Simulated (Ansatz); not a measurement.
# Calculations on C₂H₁₁BOSi₂

Part 1: Relaxation

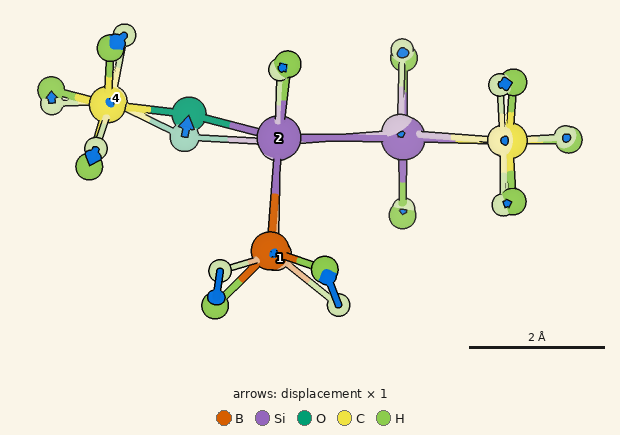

A relaxation of C₂H₁₁BOSi₂. The starting structure is drawn faded, the final one solid; blue arrows show the displacements, at their true length. The two geometries are superimposed by the best rigid fit.

Style: ball-and-stick. Shown from a free direction.

The run prepares an end point of a later path (torsion) calculation, from a guessed geometry.

Level of theory: Ansatz, RKS PBE/STO-3G.

Input file:
```yaml
crystal:
  periodic: [false, false, false]
  atoms:
    - { symbol: B, position_ang: [-1.5737, -0.7537, 0.9373] }
    - { symbol: Si, position_ang: [-0.048, -0.4584, -0.1764] }
    - { symbol: O, position_ang: [1.0627, -1.7207, 0.1202] }
    - { symbol: C, position_ang: [0.8562, -2.8119, -0.6861] }
    - { symbol: Si, position_ang: [0.8905, 1.4986, 0.3194] }
    - { symbol: C, position_ang: [-0.3421, 2.8893, 0.0229] }
    - { symbol: H, position_ang: [-1.907, 0.1194, 1.7139] }
    - { symbol: H, position_ang: [-2.2312, -1.6723, 0.8032] }
    - { symbol: H, position_ang: [-0.4302, -0.4161, -1.5525] }
    - { symbol: H, position_ang: [0.8902, -2.5689, -1.7381] }
    - { symbol: H, position_ang: [1.4928, -3.6366, -0.4429] }
    - { symbol: H, position_ang: [-0.2169, -3.2095, -0.448] }
    - { symbol: H, position_ang: [1.2239, 1.534, 1.7403] }
    - { symbol: H, position_ang: [2.0536, 1.7267, -0.4817] }
    - { symbol: H, position_ang: [-0.64, 2.8503, -1.0407] }
    - { symbol: H, position_ang: [0.1272, 3.8847, 0.2916] }
    - { symbol: H, position_ang: [-1.227, 2.7444, 0.6576] }
basis:
  gaussian: { orbitals: STO-3G }
hamiltonian:
  xc: pbe
relax:
  f_tol: 0.015
  max_steps: 40
```

Run as
```bash
ansatz run input.yaml --threads 1 --pin off --max-ram 2048MiB --backend cpu --events-out ev --progress --plain --runs-dir out
```

**Atoms of which element are displaced furthest, and by how much?**

Hydrogen: up to 1.17 Å, against 0.35 Å for oxygen.

**What happened in the run?**

The largest move after the best rigid fit is that of H7, 1.17 Å. By element the largest moves are H 1.17 Å, O 0.35 Å, C 0.13 Å, B 0.12 Å, Si 0.10 Å. Some distances before and after: O3–C4 1.372 → 1.468 Å, Si2–O3 1.707 → 1.760 Å, Si2–Si5 2.226 → 2.277 Å, C4–H12 1.169 → 1.122 Å. Bond angles that change, for instance: B1–Si2–O3 107.7° → 115.3°, O3–C4–H12 106.8° → 113.8°, O3–C4–H11 112.9° → 107.3°. Groups turn about B1–Si2 by about 70°, Si2–O3 by about 25°. After 16 geometry steps the energy has fallen by 0.827 eV. Largest force component: 4.4 eV/Å at the start, 0.0063 eV/Å at the end. The run took 2.1 min on 1 thread of Arm Neoverse N1, with other jobs on the host, peak memory 0.16 GiB.

Limits of the set-up: STO-3G is a minimal basis, so the numbers are rough.

Part 2: Relaxation

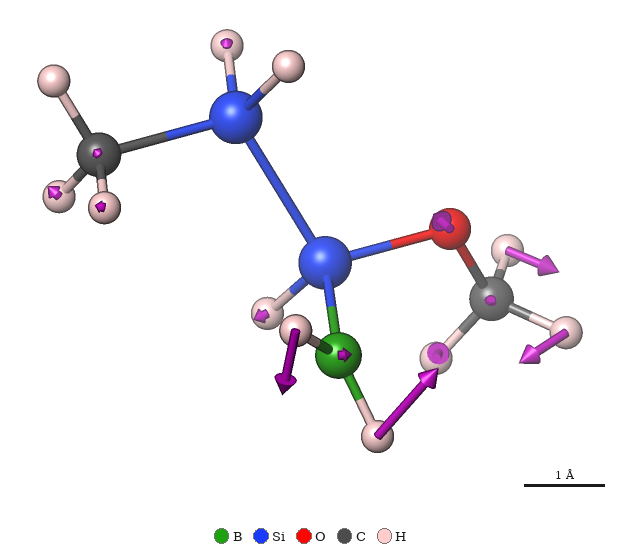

This is a relaxation of C2H11BOSi2. The starting structure is drawn; purple arrows show the displacements, at their true length. The two geometries are superimposed by the best rigid fit.

The picture is a ball-and-stick view, seen from a free direction.

The run prepares an end point of a later path (torsion) calculation, from a guessed geometry.

These are results of RKS PBE/STO-3G in Ansatz, not measurements. Settings: no spin polarisation; force threshold 0.015 eV/Å; at most 40 steps.

Which element moves most?

Hydrogen: up to 1.26 Å, against 0.50 Å for oxygen.

What happened in the run?

The atom that moves furthest after the best rigid fit is an H atom (1.26 Å). Largest moves by element: H 1.26 Å, O 0.50 Å, B 0.18 Å, C 0.12 Å, Si 0.09 Å. Some distances before and after: C–O 1.372 → 1.468 Å, C–H 1.169 → 1.115 Å, C–H 1.070 → 1.122 Å, O–Si 1.707 → 1.759 Å. Among the angles between lasting bonds that change: B–Si–O 107.7° → 115.4°, H–C–H 112.1° → 106.9°, Si–O–C 112.8° → 108.3°. Groups turn about B–Si by about 70°, C–O by about 60°, O–Si by about 25°. Over 15 accepted moves (17 points after the start) the energy falls by 20.5 kcal/mol. Largest force component: 2.9 eV/Å at the start, 0.0047 eV/Å at the end. The line search rejected the trial steps at points 11, 15 of the run. Cost: 2.3 min on 1 thread of Arm Neoverse N1 (shared host), peak memory 0.16 GiB.

Limits of the set-up: STO-3G is a minimal basis, so the numbers are rough.

Part 3: Path

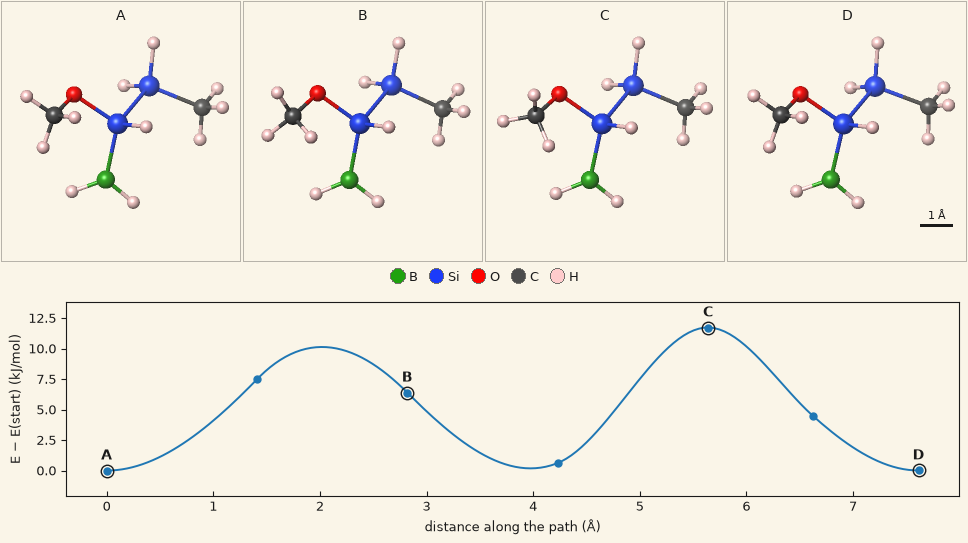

A search for the minimum-energy path of C$_{2}$H$_{11}$BOSi$_{2}$ by the nudged elastic band. Images are numbered from 0 (start) to 6 (end). Frames A to D are images 0, 2, 4, 6. A ball-and-stick model, seen from a free direction.

These are results of RKS PBE/STO-3G in Ansatz, not measurements. Set-up: 5 movable images; climbing image; force threshold 0.05 eV/Å; iteration limit 56; starting path through a guess of the saddle point.

Describe the mechanism and the energy profile.

Answer. The path has more than one stage, and so few images may leave a stage unresolved. No bond forms or breaks between the ends. Among the angles between lasting bonds that change up to the highest image: O–C–H 107.3° → 116.2°, O–C–H 113.7° → 110.0°. The two ends have the same energy, and the highest point, image 4, lies 11.7 kJ/mol above the start. The profile has 2 maxima (images 1, 4) with a dip at image 3 (+0.6 kJ/mol), so the process runs in steps. The band converged in 25 iterations. The largest component of the band force went from 140 to 0.028 eV/Å. The climbing image converged on the top of the path. Its vibrational analysis gives one imaginary mode (226i cm⁻¹), as a transition state must have.

Limits of the set-up: STO-3G is a minimal basis, so the numbers are rough.

The run took 12 min on 1 thread of Arm Neoverse N1, with other jobs on the host, peak memory 0.11 GiB.
